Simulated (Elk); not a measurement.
Band structure of CeMg (P-6m2, 2 atoms in the cell).

```yaml
crystal:
  lattice:
    - [3.07092, 0.00000, 0.00000]
    - [-1.53546, 2.65950, 0.00000]
    - [0.00000, 0.00000, 6.02617]
  atoms:
    - { symbol: Ce, position: [0.00000, 0.00000, 0.50000] }
    - { symbol: Mg, position: [0.66667, 0.33333, 0.00000] }
```

Level of theory: PBEsol, all-electron FP-LAPW, Elk's shipped species files, default APW+lo basis in Elk 10.2.4.

Settings: xctype = 22; rgkmax = 7; stype = 0; swidth = 0.00999582 Ha; ngridk = 10 10 5; rmtscf = 0.98.

The starting cell comes from a database of computed structures (which also holds hypothetical and non-ambient phases and stackings), without a prior relaxation at this level. Spin-orbit coupling is off. Spin polarisation is off. The f electrons are in the valence without U or exact exchange, which can misplace them near the Fermi level. Spin-orbit terms, which matter for f shells, are left out. Values depend on the basis (sphere radii, cutoffs, local orbitals), which need not be converged.

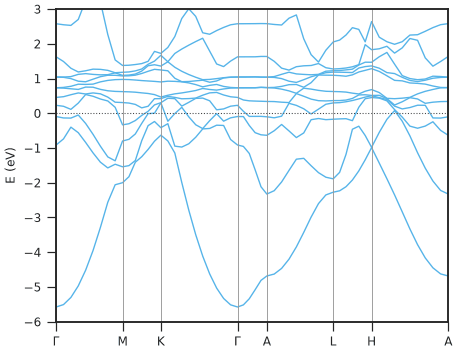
Fig. 1. Bands along the path, energies from the Fermi level.

Levels in eV from the Fermi level, bands 8 to 15:
```
point       8      9     10     11     12    13    14    15
-----  ------  -----  -----  -----  -----  ----  ----  ----
Γ      -15.11  -5.58  -0.91  -0.09   0.23  0.46  0.73  0.73
M      -16.07  -2.00  -1.54  -0.80  -0.33  0.31  0.62  0.97
K      -16.57  -0.63  -0.42   0.30   0.30  0.42  0.47  0.90
A      -15.11  -4.68  -2.33  -0.63  -0.10  0.34  0.74  0.74
L      -16.07  -2.27  -1.89  -0.17   0.30  0.36  0.63  1.09
H      -16.57  -0.99  -0.98   0.45   0.50  0.51  0.68  1.28
```

Bands cross the Fermi level along this path, so the cell is metallic at this level.
